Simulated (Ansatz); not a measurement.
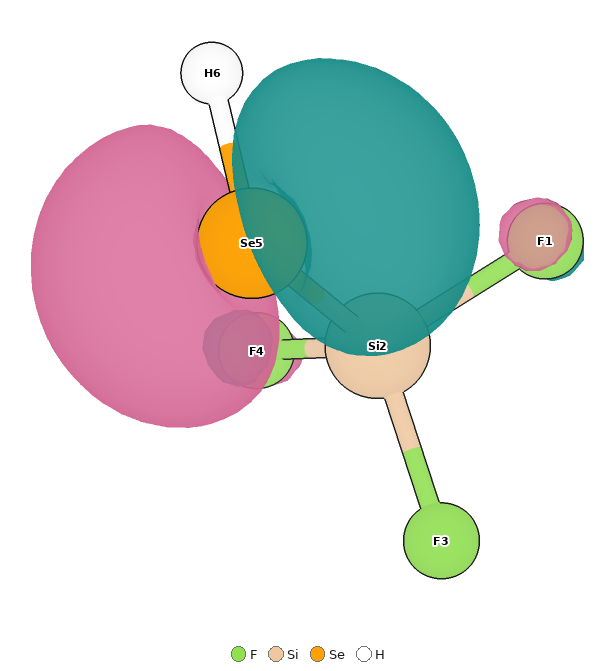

The picture shows: F3HSeSi. The HOMO at ±0.15 Å⁻³ᐟ² (teal and pink are the two phases), seen at an oblique angle.

Not at a stationary point (largest force 1.0 eV/Å).

Method: SCF lc_wpbe, Gaussian basis in Ansatz 0.2.0.

```yaml
atoms:
  - { symbol: F, position_ang: [0.2018, -0.4099, 1.6786] }
  - { symbol: Si, position_ang: [0.1838, -0.4497, 0.0960] }
  - { symbol: F, position_ang: [-0.1147, -1.9505, -0.2878] }
  - { symbol: F, position_ang: [1.7001, -0.2037, -0.2882] }
  - { symbol: Se, position_ang: [-1.2698, 0.9016, -0.8706] }
  - { symbol: H, position_ang: [-0.7012, 2.1122, -0.3280] }
```

> Where does this orbital lie, and at what energy?

By Hirshfeld shares it lies mainly on Se5 (about 85 %); largely a lone pair of Se5. Its energy is −10.82 eV.
